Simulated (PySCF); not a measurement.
```json
{"atom": "C", "x (Å)": "-2.6092", "y (Å)": "-1.0687", "z (Å)": "1.0098"}
{"atom": "C", "x (Å)": "-1.7062", "y (Å)": "-1.3825", "z (Å)": "-0.1794"}
{"atom": "C", "x (Å)": "-0.4171", "y (Å)": "-0.6417", "z (Å)": "-0.0906"}
{"atom": "C", "x (Å)": "0.8336", "y (Å)": "-1.0462", "z (Å)": "-0.3801"}
{"atom": "C", "x (Å)": "1.9079", "y (Å)": "-0.0721", "z (Å)": "-0.1832"}
{"atom": "Si", "x (Å)": "3.7289", "y (Å)": "-0.5248", "z (Å)": "-0.5528"}
{"atom": "C", "x (Å)": "1.4796", "y (Å)": "1.1225", "z (Å)": "0.2732"}
{"atom": "P", "x (Å)": "-0.2956", "y (Å)": "1.0712", "z (Å)": "0.4752"}
{"atom": "C", "x (Å)": "-1.2261", "y (Å)": "2.2753", "z (Å)": "-0.5004"}
{"atom": "H", "x (Å)": "-2.8106", "y (Å)": "0.0030", "z (Å)": "1.0676"}
{"atom": "H", "x (Å)": "-2.1437", "y (Å)": "-1.3891", "z (Å)": "1.9394"}
{"atom": "H", "x (Å)": "-3.5590", "y (Å)": "-1.5864", "z (Å)": "0.9098"}
{"atom": "H", "x (Å)": "-1.5047", "y (Å)": "-2.4536", "z (Å)": "-0.2314"}
{"atom": "H", "x (Å)": "-2.2171", "y (Å)": "-1.1022", "z (Å)": "-1.1060"}
{"atom": "H", "x (Å)": "1.0640", "y (Å)": "-2.0350", "z (Å)": "-0.7415"}
{"atom": "H", "x (Å)": "3.9826", "y (Å)": "-1.7146", "z (Å)": "0.2546"}
{"atom": "H", "x (Å)": "3.7530", "y (Å)": "-0.7952", "z (Å)": "-1.9881"}
{"atom": "H", "x (Å)": "4.5207", "y (Å)": "0.6341", "z (Å)": "-0.1590"}
{"atom": "H", "x (Å)": "2.0914", "y (Å)": "1.9782", "z (Å)": "0.4929"}
{"atom": "H", "x (Å)": "-0.6560", "y (Å)": "1.2005", "z (Å)": "1.7992"}
{"atom": "H", "x (Å)": "-0.9815", "y (Å)": "3.2817", "z (Å)": "-0.1583"}
{"atom": "H", "x (Å)": "-2.2969", "y (Å)": "2.1024", "z (Å)": "-0.3918"}
{"atom": "H", "x (Å)": "-0.9428", "y (Å)": "2.1701", "z (Å)": "-1.5488"}
```

Geometry: GFN2-xTB.

Level of theory: PBE0/pcSseg-1, SCF density, gas phase, non-relativistic (PySCF).

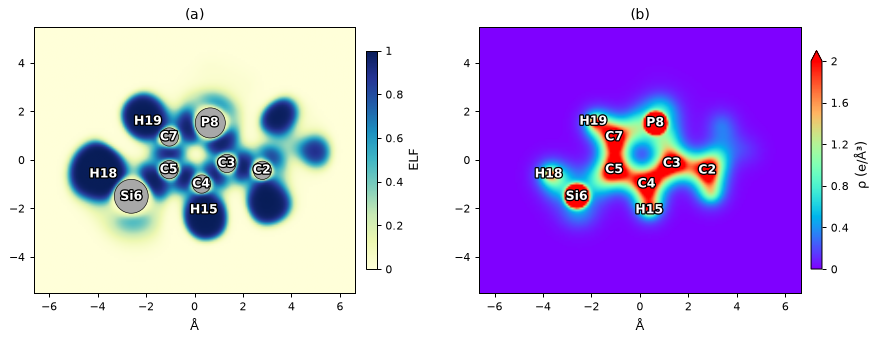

C₇H₁₄PSi (charge +1). (a) ELF; (b) total electron density on the plane of atoms C2, C3 and P8. Grey discs cover the atomic cores in the ELF map.

**Read the bonding off the picture.**

The plane passes through C, Si, P and H nuclei. C–C (1.35 Å): ρ at the midpoint is about 2.2 e/Å³; the ELF peaks at about 0.90 between the atoms, as expected for localised, covalent bonding. C–P (1.79 Å): the density is about 1.2 e/Å³ at the midpoint; the ELF peaks at about 0.95 between the atoms: a shared electron pair. C–Si (1.91 Å): ρ at the midpoint is about 0.88 e/Å³; the ELF peaks at about 1 between the atoms, as expected for localised, covalent bonding. C–H (1.07 Å): the density is about 2.1 e/Å³ at the midpoint; the ELF climbs to about 1 towards the hydrogen, as it does in any bond to H; a covalent bond by its length. C–C (1.46 Å): the density is about 1.8 e/Å³ at the midpoint; the ELF peaks at about 0.95 between the atoms; a covalent bond.
